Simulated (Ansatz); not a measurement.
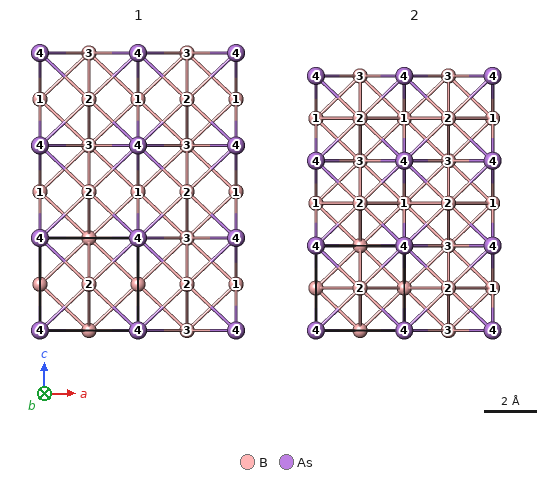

Two geometries of a crystal of B₃As (a generated structure, set up in P4/mmm) (coarse preliminary run), drawn at one scale. One is the start of a relaxation, the other its converged end. Style: ball-and-stick. Shown: the cell of the calculation, repeated 2 × 1 × 3 with one cell outlined, along the b axis.

Computed with DFT PBE, scalar-relativistic, plane waves, PAW (Ansatz 0.2.0). Set-up: plane-wave cutoff 420 eV; k-point mesh 4 × 4 × 6; occupations gaussian; smearing width 0.1 eV; no spin polarisation; cell and atoms relaxed; force threshold 0.04 eV/Å; at most 70 steps.

### Which of the two is the end point?

Structure 2 is the relaxed one. Over 5 accepted moves (8 points after the start) the energy falls by 1.125 eV per cell of the calculation. All forces vanish by symmetry, so only the cell relaxes. The pressure goes from −20.72 to −0.12 GPa. The line search rejected the trial steps at points 3, 5 of the run. The SCF was repeated once at an unchanged geometry on a basis and grid sized afresh for the cell, which shifted the energy by 4.3 meV per cell of the calculation at most. The atoms keep their places relative to the cell (all moves are under 0.005 Å). The volume changes by −25.6 %, with a = b 3.794 → 3.418 Å (−9.9 %), c 3.579 → 3.284 Å (−8.3 %). Near-neighbour distances that change, for instance: B3–As4 2.683 → 2.417 Å, B1–B2 2.683 → 2.417 Å, B1–As4 2.608 → 2.370 Å, B1–B3 2.608 → 2.370 Å. The space group stays P4/mmm (No. 123). Cost: 28 s on 1 thread of Intel(R) Xeon(R) Processor @ 2.50GHz (Skylake/Cascade Lake), with other jobs on the host, peak memory 0.34 GiB.

Limits of the set-up: the k-point mesh is coarse for a cell with partly filled bands.
